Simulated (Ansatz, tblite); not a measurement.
# Si(OAc)2Me2 (C6H12O4Si): a ladder of methods and basis sets

Aim: run the singlet of Si(OAc)2Me2 (C6H12O4Si) at one geometry on many levels, and compare frontier levels, spin and run time.

Method: as each input shows; program: Ansatz 0.2.0, Gaussian basis.

Levels to be run: GFN1-xTB, GFN2-xTB, PBE-D4/def2-TZVP, r2SCAN-D4/def2-TZVP, r2SCANh-D4/def2-TZVP, revPBE-D4/def2-TZVP, PBE-D4/def2-SVP, PBE0-D4/def2-SVP, HF/STO-3G, HF/6-31G, B3LYP-D4/6-31G, MP2/def2-SVP.

2 further runs of the same task are left out: 2 set aside as unsound or not needed. Runs told in other sessions of the task aren't counted.

### Step 1. The structure

The singlet was relaxed beforehand with r2SCAN-D4/def2-SVP.

23 atoms, charge 0, spin multiplicity 1.

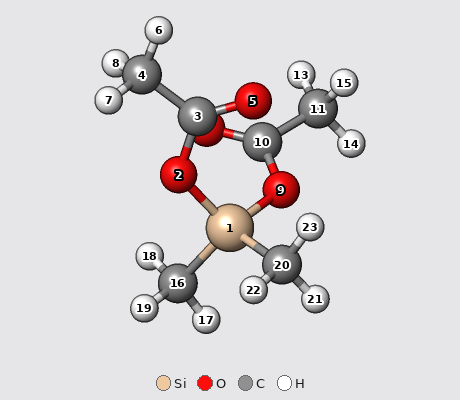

The structure; silicon light orange, oxygen red, carbon grey, hydrogen white; atoms are numbered from 1 in the order of the file.

PBE0-D4/def2-TZVP was run before; its log isn't repeated, and its numbers join the tables.

### Step 2. GFN1-xTB

Tight binding, by tblite at 300 K electronic temperature and without a spin-polarisation term:

```python
tblite.interface.Calculator('GFN1-xTB', numbers, positions, charge=0, uhf=0).singlepoint()
```

Energy -1087.8556 eV, HOMO -11.69 eV, LUMO -6.97 eV; 0.014 s.

### Step 3. GFN2-xTB

Tight binding, by tblite at 300 K electronic temperature and without a spin-polarisation term:

```python
tblite.interface.Calculator('GFN2-xTB', numbers, positions, charge=0, uhf=0).singlepoint()
```

Energy -1008.7574 eV, HOMO -11.16 eV, LUMO -6.48 eV; 0.01 s.

### Step 4. PBE-D4/def2-TZVP

start.molden holds the orbitals of an earlier run on this state, given as this run's starting guess.

File in.yaml:

```yaml
crystal:
  periodic: [false, false, false]
  atoms:
    - {symbol: Si, position_ang: [-0.928458, -0.002358, -0.660909]}
    - {symbol: O, position_ang: [-0.944037, -0.207474, 1.033594]}
    - {symbol: C, position_ang: [-0.023248, -0.952230, 1.682494]}
    - {symbol: C, position_ang: [-0.100694, -0.768125, 3.168693]}
    - {symbol: O, position_ang: [0.775822, -1.650944, 1.101333]}
    - {symbol: H, position_ang: [0.559855, -1.481674, 3.674432]}
    - {symbol: H, position_ang: [-1.138265, -0.876963, 3.516029]}
    - {symbol: H, position_ang: [0.212664, 0.261936, 3.401915]}
    - {symbol: O, position_ang: [0.666875, 0.206716, -1.230794]}
    - {symbol: C, position_ang: [1.579083, 0.955867, -0.574774]}
    - {symbol: C, position_ang: [2.958444, 0.775532, -1.134482]}
    - {symbol: O, position_ang: [1.288932, 1.656853, 0.368041]}
    - {symbol: H, position_ang: [3.649682, 1.494143, -0.679481]}
    - {symbol: H, position_ang: [2.946024, 0.879129, -2.229061]}
    - {symbol: H, position_ang: [3.285966, -0.252042, -0.909998]}
    - {symbol: C, position_ang: [-1.923105, 1.530074, -0.959339]}
    - {symbol: H, position_ang: [-1.963112, 1.776791, -2.032039]}
    - {symbol: H, position_ang: [-1.464032, 2.374268, -0.422284]}
    - {symbol: H, position_ang: [-2.955779, 1.408886, -0.595458]}
    - {symbol: C, position_ang: [-1.530727, -1.539024, -1.499191]}
    - {symbol: H, position_ang: [-1.525792, -1.420371, -2.594373]}
    - {symbol: H, position_ang: [-2.556368, -1.788858, -1.184865]}
    - {symbol: H, position_ang: [-0.869729, -2.380140, -1.239474]}
basis:
  gaussian: {orbitals: def2-TZVP, initial_orbitals: start.molden}
hamiltonian: {xc: pbe, dispersion: d4}
scf: {omitted_lower_state_checks: [starts]}
output: {forces: true, orbitals: {seedname: orbitals}}
```

The run is started by

```
$ ansatz run in.yaml --threads 4 --pin off --events-out ev --progress --plain --max-ram 6963MiB
```

Standard output, shortened:

```text
Functional definition: PBE
  name "PBE"
  cite "Perdew, Burke & Ernzerhof, Phys. Rev. Lett. 77, 3865 (1996) doi:10.1103/PhysRevLett.77.3865"
  parent pbe
[...]
2464 factors; their error is unknown
[...]
mean field -22472.90485839 eV, -825.8640208639 hartree, gradient 1.2e-5 eV, S^2 0.000000; 0 other end points of the search recorded, 0 dependent functions left out
[...]
reference -22472.90491904 eV, -825.8640230927 hartree; 47, 47 occupied and 372, 372 virtual orbitals, 2464 factors
Total energy: -22473.53670318 eV, -825.8872407314 hartree
Atom 0 at    -0.928458    -0.002358    -0.660909 Å, force     0.283616    -0.000019     0.202105 eV/Å
Atom 1 at    -0.944037    -0.207474     1.033594 Å, force    -0.351905     0.252109    -0.292159 eV/Å
Atom 2 at    -0.023248    -0.952230     1.682494 Å, force    -0.100516     0.119934     0.194536 eV/Å
Atom 3 at    -0.100694    -0.768125     3.168693 Å, force    -0.013577     0.031424     0.133571 eV/Å
Atom 4 at     0.775822    -1.650944     1.101333 Å, force     0.404222    -0.409104    -0.175013 eV/Å
Atom 5 at     0.559855    -1.481674     3.674432 Å, force    -0.047052     0.040217    -0.016137 eV/Å
Atom 6 at    -1.138265    -0.876963     3.516029 Å, force     0.050652    -0.010278     0.010646 eV/Å
Atom 7 at     0.212664     0.261936     3.401915 Å, force    -0.004462    -0.046746     0.018394 eV/Å
Atom 8 at     0.666875     0.206716    -1.230794 Å, force    -0.388935    -0.256457    -0.233350 eV/Å
Atom 9 at     1.579083     0.955867    -0.574774 Å, force     0.145151    -0.108041    -0.167396 eV/Å
Atom 10 at     2.958444     0.775532    -1.134482 Å, force     0.123841    -0.034943    -0.053389 eV/Å
Atom 11 at     1.288932     1.656853     0.368041 Å, force    -0.033072     0.405800     0.440999 eV/Å
Atom 12 at     3.649682     1.494143    -0.679481 Å, force    -0.030531    -0.040445    -0.038564 eV/Å
Atom 13 at     2.946024     0.879129    -2.229061 Å, force     0.025682     0.010878     0.044442 eV/Å
Atom 14 at     3.285966    -0.252042    -0.909998 Å, force     0.017441     0.045626    -0.010993 eV/Å
Atom 15 at    -1.923105     1.530074    -0.959339 Å, force    -0.089619     0.132688     0.008139 eV/Å
Atom 16 at    -1.963112     1.776791    -2.032039 Å, force     0.005152    -0.026399     0.057967 eV/Å
Atom 17 at    -1.464032     2.374268    -0.422284 Å, force    -0.030701    -0.043710    -0.037850 eV/Å
Atom 18 at    -2.955779     1.408886    -0.595458 Å, force     0.052074     0.001689    -0.025082 eV/Å
Atom 19 at    -1.530727    -1.539024    -1.499191 Å, force    -0.021151    -0.132695    -0.087311 eV/Å
Atom 20 at    -1.525792    -1.420371    -2.594373 Å, force    -0.006671    -0.001883     0.057566 eV/Å
Atom 21 at    -2.556368    -1.788858    -1.184865 Å, force     0.056369     0.026787    -0.014292 eV/Å
Atom 22 at    -0.869729    -2.380140    -1.239474 Å, force    -0.046008     0.043570    -0.016828 eV/Å
Dipole moment:    -0.288022    -0.000923    -0.204955 e Å
Checks for a lower state left out: starts
```

Wall time 9 s (4 threads of Arm Neoverse V2, shared host); peak memory 0.96 GiB.

HOMO -6.18 eV, LUMO -1.06 eV.

### Step 5. r2SCAN-D4/def2-TZVP

in.yaml: that of step 4 with these lines changed.

```diff
@@ -28,4 +28,4 @@
   gaussian: {orbitals: def2-TZVP, initial_orbitals: start.molden}
-hamiltonian: {xc: pbe, dispersion: d4}
+hamiltonian: {xc: r2scan, dispersion: d4}
 scf: {omitted_lower_state_checks: [starts]}
-output: {forces: true, orbitals: {seedname: orbitals}}
+output: {orbitals: {seedname: orbitals}}
```

Launched as before.

Standard output:

```text
Functional definition: r2SCAN
  name "r2SCAN"
  cite "Furness, Kaplan, Ning, Perdew & Sun, J. Phys. Chem. Lett. 11, 8208 (2020) doi:10.1021/acs.jpclett.0c02405"
  cite "Furness, Kaplan, Ning, Perdew & Sun, J. Phys. Chem. Lett. 11, 9248 (2020) doi:10.1021/acs.jpclett.0c03077"
  parent r2scan
  parameter k0 = 0.174
  parameter k1 = 0.065
  parameter a1 = 4.9479
  exchange = r2scan_x(k0 = k0, k1 = k1, a1 = a1)
  correlation = r2scan_c
these checks for a lower state are left out or cut short: starts
2464 factors; their error is unknown
mean field evaluation 1: about -22485.8342 eV, gradient 8.0e0 eV
mean field evaluation 2: about -22485.9114 eV, gradient 8.9e-2 eV
mean field evaluation 4: about -22485.8618 eV, gradient 5.9e-4 eV
mean field -22485.86176492 eV, -826.3401783962 hartree, gradient 1.1e-5 eV, S^2 0.000000; 0 other end points of the search recorded, 0 dependent functions left out
reference -22485.86178240 eV, -826.3401790386 hartree; 47, 47 occupied and 372, 372 virtual orbitals, 2464 factors
Total energy: -22486.04283225 eV, -826.3468324979 hartree
Checks for a lower state left out: starts
```

It took 14 s on 4 threads of Arm Neoverse V2, shared host; peak memory 1 GiB.

From the report: HOMO -6.52 eV, LUMO -0.79 eV.

### Step 6. r2SCANh-D4/def2-TZVP

in.yaml: that of step 5 with these lines changed.

```diff
@@ -28,3 +28,3 @@
   gaussian: {orbitals: def2-TZVP, initial_orbitals: start.molden}
-hamiltonian: {xc: r2scan, dispersion: d4}
+hamiltonian: {xc: {name: r2SCANh}, dispersion: d4}
 scf: {omitted_lower_state_checks: [starts]}
```

Launched as before.

Standard output, shortened:

```text
Functional definition: r2SCANh
  name "r2SCANh"
  cite "Bursch, Neugebauer, Ehlert & Grimme, J. Chem. Phys. 156, 134105 (2022) doi:10.1063/5.0086040"
  cite "Furness, Kaplan, Ning, Perdew & Sun, J. Phys. Chem. Lett. 11, 8208 (2020) doi:10.1021/acs.jpclett.0c02405"
  cite "Furness, Kaplan, Ning, Perdew & Sun, J. Phys. Chem. Lett. 11, 9248 (2020) doi:10.1021/acs.jpclett.0c03077"
  parent r2scan
[...]
2464 factors; their error is unknown
[...]
mean field -22484.98696596 eV, -826.3080301276 hartree, gradient 9.1e-6 eV, S^2 0.000000; 0 other end points of the search recorded, 0 dependent functions left out
reference -22484.98698202 eV, -826.3080307178 hartree; 47, 47 occupied and 372, 372 virtual orbitals, 2464 factors
Total energy: -22485.17774101 eV, -826.3150409812 hartree
Checks for a lower state left out: starts
```

It took 20 s on 4 threads of Arm Neoverse V2, shared host; peak memory 1.9 GiB.

From the report: HOMO -7.16 eV, LUMO -0.38 eV.

### Step 7. revPBE-D4/def2-TZVP

in.yaml: that of step 6 with these lines changed.

```diff
@@ -28,3 +28,3 @@
   gaussian: {orbitals: def2-TZVP, initial_orbitals: start.molden}
-hamiltonian: {xc: {name: r2SCANh}, dispersion: d4}
+hamiltonian: {xc: {name: revPBE}, dispersion: d4}
 scf: {omitted_lower_state_checks: [starts]}
```

Same command.

Standard output:

```text
Functional definition: revPBE
  name "revPBE"
  cite "Zhang & Yang, Phys. Rev. Lett. 80, 890 (1998) doi:10.1103/PhysRevLett.80.890"
  cite "Perdew, Burke & Ernzerhof, Phys. Rev. Lett. 77, 3865 (1996) doi:10.1103/PhysRevLett.77.3865"
  parameter kappa = 1.245
  parameter beta = 0.06672455060314922
  exchange = pbe_x(kappa = kappa, mu = beta*pi^2/3)
  correlation = pbe_c(beta = beta)
these checks for a lower state are left out or cut short: starts
2464 factors; their error is unknown
mean field evaluation 1: about -22487.6320 eV, gradient 1.6e1 eV
mean field evaluation 2: about -22487.8267 eV, gradient 2.6e-1 eV
mean field evaluation 4: about -22487.7655 eV, gradient 1.1e-3 eV
mean field -22487.76548872 eV, -826.4101389556 hartree, gradient 1.7e-5 eV, S^2 0.000000; 0 other end points of the search recorded, 0 dependent functions left out
reference -22487.76556520 eV, -826.4101417660 hartree; 47, 47 occupied and 372, 372 virtual orbitals, 2464 factors
Total energy: -22489.63018335 eV, -826.4786652193 hartree
Checks for a lower state left out: starts
```

Run time: 7 s. Hardware: 4 threads of Arm Neoverse V2, shared host; peak memory 0.96 GiB.

HOMO -6.09 eV, LUMO -0.95 eV.

### Step 8. PBE-D4/def2-SVP

in.yaml: that of step 7 with these lines changed.

```diff
@@ -27,4 +27,4 @@
 basis:
-  gaussian: {orbitals: def2-TZVP, initial_orbitals: start.molden}
-hamiltonian: {xc: {name: revPBE}, dispersion: d4}
+  gaussian: {orbitals: def2-SVP, initial_orbitals: start.molden}
+hamiltonian: {xc: pbe, dispersion: d4}
 scf: {omitted_lower_state_checks: [starts]}
```

The command is unchanged.

Standard output:

```text
Functional definition: PBE
  name "PBE"
  cite "Perdew, Burke & Ernzerhof, Phys. Rev. Lett. 77, 3865 (1996) doi:10.1103/PhysRevLett.77.3865"
  parent pbe
  parameter kappa = 0.804
  parameter beta = 0.06672455060314922
  exchange = pbe_x(kappa = kappa, mu = beta*pi^2/3)
  correlation = pbe_c(beta = beta)
these checks for a lower state are left out or cut short: starts
2412 factors; their error is unknown
mean field evaluation 1: about -22452.8235 eV, gradient 1.4e1 eV
mean field evaluation 2: about -22453.3303 eV, gradient 3.5e-1 eV
mean field evaluation 4: about -22453.2128 eV, gradient 7.7e-4 eV
mean field -22453.21281212 eV, -825.1403515112 hartree, gradient 8.9e-6 eV, S^2 0.000000; 0 other end points of the search recorded, 0 dependent functions left out
reference -22453.21286476 eV, -825.1403534457 hartree; 47, 47 occupied and 171, 171 virtual orbitals, 2412 factors
Total energy: -22453.84464890 eV, -825.1635710844 hartree
Checks for a lower state left out: starts
```

It took 3.2 s on 4 threads of Arm Neoverse V2, shared host.

Report: HOMO -5.98 eV, LUMO -0.87 eV.

### Step 9. PBE0-D4/def2-SVP

in.yaml: that of step 8 with these lines changed.

```diff
@@ -28,3 +28,3 @@
   gaussian: {orbitals: def2-SVP, initial_orbitals: start.molden}
-hamiltonian: {xc: pbe, dispersion: d4}
+hamiltonian: {xc: pbe0, dispersion: d4}
 scf: {omitted_lower_state_checks: [starts]}
```

Same command.

Standard output:

```text
Functional definition: PBE0
  name "PBE0"
  cite "Adamo & Barone, J. Chem. Phys. 110, 6158 (1999) doi:10.1063/1.478522"
  cite "Perdew, Burke & Ernzerhof, Phys. Rev. Lett. 77, 3865 (1996) doi:10.1103/PhysRevLett.77.3865"
  parent pbe
  parameter a = 0.25
  parameter kappa = 0.804
  parameter beta = 0.06672455060314922
  exchange = (1 - a)*pbe_x(kappa = kappa, mu = beta*pi^2/3) + a*exact_x
  correlation = pbe_c(beta = beta)
these checks for a lower state are left out or cut short: starts
2412 factors; their error is unknown
mean field evaluation 1: about -22454.5097 eV, gradient 1.2e1 eV
mean field evaluation 2: about -22454.8128 eV, gradient 2.2e-1 eV
mean field evaluation 4: about -22454.8603 eV, gradient 3.8e-4 eV
mean field -22454.86028737 eV, -825.2008951098 hartree, gradient 1.5e-5 eV, S^2 0.000000; 0 other end points of the search recorded, 0 dependent functions left out
reference -22454.86032875 eV, -825.2008966304 hartree; 47, 47 occupied and 171, 171 virtual orbitals, 2412 factors
Total energy: -22455.40523892 eV, -825.2209217100 hartree
Checks for a lower state left out: starts
```

It took 5 s on 4 threads of Arm Neoverse V2, shared host; peak memory 1 GiB.

Report: HOMO -7.75 eV, LUMO 0.20 eV.

### Step 10. HF/STO-3G

in.yaml: that of step 9 with these lines changed.

```diff
@@ -27,4 +27,4 @@
 basis:
-  gaussian: {orbitals: def2-SVP, initial_orbitals: start.molden}
-hamiltonian: {xc: pbe0, dispersion: d4}
+  gaussian: {orbitals: STO-3G}
+hamiltonian: {xc: hf}
 scf: {omitted_lower_state_checks: [starts]}
```

The command is unchanged.

Standard output:

```text
Functional definition: HF
  name "HF"
  cite "Fock, Z. Phys. 61, 126 (1930) doi:10.1007/BF01340294"
  parent pbe
  exchange = exact_x
  correlation = 0
these checks for a lower state are left out or cut short: starts
994 factors; integrals over basis functions are off by at most 4.3e-5 eV
mean field evaluation 1: about -22100.0015 eV, gradient 5.3e1 eV
mean field evaluation 2: about -22100.4483 eV, gradient 5.3e1 eV
mean field evaluation 4: about -22109.5287 eV, gradient 4.1e0 eV
mean field evaluation 8: about -22109.6466 eV, gradient 1.8e-1 eV
mean field -22109.64687907 eV, -812.5145363489 hartree, gradient 2.7e-5 eV, S^2 0.000000; 0 other end points of the search recorded, 0 dependent functions left out
reference -22109.64687907 eV, -812.5145363489 hartree; 47, 47 occupied and 24, 24 virtual orbitals, 994 factors
Total energy: -22109.64687907 eV, -812.5145363489 hartree
Checks for a lower state left out: starts
```

Wall time 0.5 s (4 threads of Arm Neoverse V2, shared host).

From the report: HOMO -8.65 eV, LUMO 8.67 eV.

### Step 11. HF/6-31G

in.yaml: that of step 10 with these lines changed.

```diff
@@ -27,3 +27,3 @@
 basis:
-  gaussian: {orbitals: STO-3G}
+  gaussian: {orbitals: 6-31G}
 hamiltonian: {xc: hf}
```

Same command.

Standard output:

```text
Functional definition: HF
  name "HF"
  cite "Fock, Z. Phys. 61, 126 (1930) doi:10.1007/BF01340294"
  parent pbe
  exchange = exact_x
  correlation = 0
these checks for a lower state are left out or cut short: starts
1586 factors; integrals over basis functions are off by at most 1.9e-4 eV
mean field evaluation 1: about -22371.0463 eV, gradient 6.1e1 eV
mean field evaluation 2: about -22371.0650 eV, gradient 6.1e1 eV
mean field evaluation 4: about -22379.4326 eV, gradient 5.7e0 eV
mean field evaluation 8: about -22379.5523 eV, gradient 3.7e-1 eV
mean field -22379.55318326 eV, -822.4334100788 hartree, gradient 3.9e-5 eV, S^2 0.000000; 0 other end points of the search recorded, 0 dependent functions left out
reference -22379.55318326 eV, -822.4334100788 hartree; 47, 47 occupied and 80, 80 virtual orbitals, 1586 factors
Total energy: -22379.55318326 eV, -822.4334100788 hartree
Checks for a lower state left out: starts
```

It took 1.2 s on 4 threads of Arm Neoverse V2, shared host.

From the report: HOMO -11.85 eV, LUMO 4.28 eV.

### Step 12. B3LYP-D4/6-31G

in.yaml: that of step 11 with these lines changed.

```diff
@@ -28,3 +28,3 @@
   gaussian: {orbitals: 6-31G}
-hamiltonian: {xc: hf}
+hamiltonian: {xc: {name: B3LYP}, dispersion: d4}
 scf: {omitted_lower_state_checks: [starts]}
```

The command is unchanged.

Standard output, shortened:

```text
Functional definition: B3LYP
  name "B3LYP"
  cite "Stephens, Devlin, Chabalowski & Frisch, J. Phys. Chem. 98, 11623 (1994) doi:10.1021/j100096a001"
  cite "Becke, Phys. Rev. A 38, 3098 (1988) doi:10.1103/PhysRevA.38.3098"
  cite "Lee, Yang & Parr, Phys. Rev. B 37, 785 (1988) doi:10.1103/PhysRevB.37.785"
  cite "Vosko, Wilk & Nusair, Can. J. Phys. 58, 1200 (1980) doi:10.1139/p80-159"
[...]
1586 factors; integrals over basis functions are off by at most 1.9e-4 eV
[...]
mean field -22481.70120872 eV, -826.1872807760 hartree, gradient 1.6e-5 eV, S^2 0.000000; 0 other end points of the search recorded, 0 dependent functions left out
reference -22481.70149432 eV, -826.1872912718 hartree; 47, 47 occupied and 80, 80 virtual orbitals, 1586 factors
Total energy: -22482.69635342 eV, -826.2238516691 hartree
Checks for a lower state left out: starts
```

Wall time 3 s (4 threads of Arm Neoverse V2, shared host).

HOMO -7.47 eV, LUMO -0.13 eV.

### Step 13. MP2/def2-SVP

in.yaml: that of step 12 with these lines changed.

```diff
@@ -27,4 +27,4 @@
 basis:
-  gaussian: {orbitals: 6-31G}
-hamiltonian: {xc: {name: B3LYP}, dispersion: d4}
+  gaussian: {orbitals: def2-SVP, initial_orbitals: start.molden}
+correlation: {method: mp2}
 scf: {omitted_lower_state_checks: [starts]}
```

Same command.

Standard output:

```text
Functional definition: HF
  name "HF"
  cite "Fock, Z. Phys. 61, 126 (1930) doi:10.1007/BF01340294"
  parent pbe
  exchange = exact_x
  correlation = 0
these checks for a lower state are left out or cut short: starts
2186 factors; integrals over basis functions are off by at most 1.2e-3 eV
mean field evaluation 1: about -22372.8495 eV, gradient 3.2e1 eV
mean field evaluation 2: about -22374.6189 eV, gradient 1.5e0 eV
mean field evaluation 4: about -22374.6464 eV, gradient 9.3e-2 eV
mean field evaluation 8: about -22374.6464 eV, gradient 2.2e-6 eV
mean field -22374.64639429 eV, -822.2530889099 hartree, gradient 2.2e-6 eV, S^2 0.000000; 0 other end points of the search recorded, 0 dependent functions left out
15 core orbitals not correlated: weight in the atoms' cores, before any rotation towards them, 1.000 or more for the frozen orbitals, at most 0.000 for the correlated occupied ones
reference -22374.64639429 eV, -822.2530889099 hartree; 32, 32 occupied and 171, 171 virtual orbitals, 2186 factors
second order -44.60354264 eV of doubles, -0.00000000 eV of singles
Total energy: -22419.24993693 eV, -823.8922388686 hartree
Checks for a lower state left out: starts
```

Run time: 4.8 s. Hardware: 4 threads of Arm Neoverse V2, shared host.

Hartree-Fock HOMO -11.88 eV, LUMO 4.48 eV.

### Step 14. Levels side by side

```csv
level,functions,HOMO (eV),LUMO (eV),gap (eV),time
HF/STO-3G,71,-8.65,8.67,17.31,0.5 s
HF/6-31G,127,-11.85,4.28,16.13,1.2 s
PBE-D4/def2-SVP,218,-5.98,-0.87,5.11,3.2 s
PBE-D4/def2-TZVP,419,-6.18,-1.06,5.12,9 s
revPBE-D4/def2-TZVP,419,-6.09,-0.95,5.15,7 s
r2SCAN-D4/def2-TZVP,419,-6.52,-0.79,5.74,14 s
r2SCANh-D4/def2-TZVP,419,-7.16,-0.38,6.78,20 s
B3LYP-D4/6-31G,127,-7.47,-0.13,7.34,3 s
PBE0-D4/def2-SVP,218,-7.75,0.20,7.96,5 s
PBE0-D4/def2-TZVP,419,-7.85,0.07,7.92,16 s
```

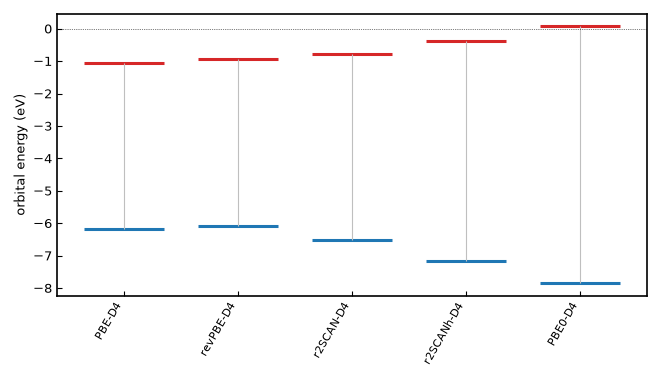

Highest filled (blue) and lowest empty (red) level in def2-TZVP.

Energy pieces by basis (eV):

```csv
basis,HF,MP2 correlation,total
def2-SVP,-22374.6464,-44.6035,-22419.2499 (MP2)
```

### Step 15. Binding energy

Free atoms were run apart at each level; binding is atoms less cluster, divided by the number of atoms, without zero-point or spin-orbit terms.

```csv
level,binding an atom (eV)
HF/STO-3G,3.599
HF/6-31G,2.884
HF/def2-SVP,3.262
PBE-D4/def2-SVP,4.602
PBE-D4/def2-TZVP,4.560
revPBE-D4/def2-TZVP,4.443
r2SCAN-D4/def2-TZVP,4.466
r2SCANh-D4/def2-TZVP,4.431
B3LYP-D4/6-31G,4.208
PBE0-D4/def2-SVP,4.498
PBE0-D4/def2-TZVP,4.459
MP2/def2-SVP,4.314
```

### Step 16. Outcome

| quantity | value |
| --- | --- |
| gap in def2-TZVP, named functionals, smallest and largest | 5.12 eV (PBE-D4), 7.92 eV (PBE0-D4) |
| correlation energy, MP2/def2-SVP | -44.60 eV |
| binding an atom, functionals in def2-TZVP | 4.43 (r2SCANh-D4) to 4.56 eV (PBE-D4) |
| PBE0 total energy, smallest basis above largest | 19.49 eV (def2-SVP, def2-TZVP) |

Over the named functionals in def2-TZVP the gap runs from 5.12 eV (PBE-D4) to 7.92 eV (PBE0-D4); exact exchange widens it.

The slowest run with a step of its own, r2SCANh-D4/def2-TZVP, took 20 s; the quickest functional in def2-TZVP took 7 s (shared host).
